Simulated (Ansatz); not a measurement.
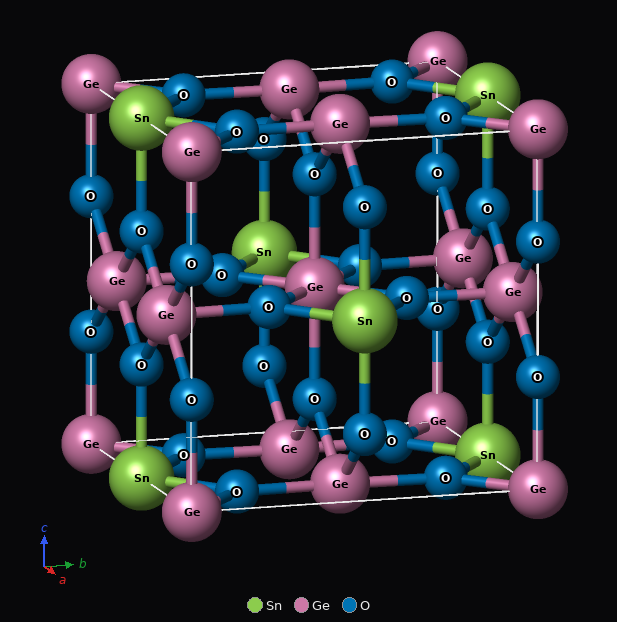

Ball-and-stick representation of a periodic structure, projected slightly off an axis. The wireframe shows the conventional unit cell.

SnGe$_{3}$O$_{8}$, space group Immm (No. 71), a = 5.986 Å, b = 6.429 Å, c = 6.530 Å, α = 90.00°, β = 90.00°, γ = 90.00°. Provenance: a structure type filled with these elements by a generator (whether the compound takes this form wasn't checked). Earlier steps of the study, as a rule a relaxation of our own, may have changed the cell and positions, so they can lie some per cent off the listed ones. It went into a calculation with Ansatz.

This one geometry was computed with Ansatz (DFT, plane waves, PAW) at three levels of theory: PBE, r2SCAN and LDA.

Question: Which level gives the highest pressure at this volume, and what does that say about its equilibrium volume?

Answer: Highest: PBE (0.0 GPa), which points to the largest equilibrium volume. Lowest, with the smallest volume: LDA (-12.8 GPa). Levels within 0.5 GPa of each other can't be told apart.

Question: How does the band gap change with the level of theory?

Answer: LDA: a gap of 0.79 eV, direct; PBE: a gap of 0.91 eV, direct; r2SCAN: a gap of 1.55 eV, direct.

Question: Collect the results in a table.

Answer:
| level | cutoff (eV) | k-mesh of the run's cell | gap (eV) | pressure (GPa) |
| --- | --- | --- | --- | --- |
| PBE | 420 | 6×6×6 | 0.91 | 0.0 |
| r2SCAN | 500 | 6×6×6 | 1.55 | -9.7 |
| LDA | 420 | 6×6×6 | 0.79 | -12.8 |

Gaps are taken on the k-mesh or band path of each run.
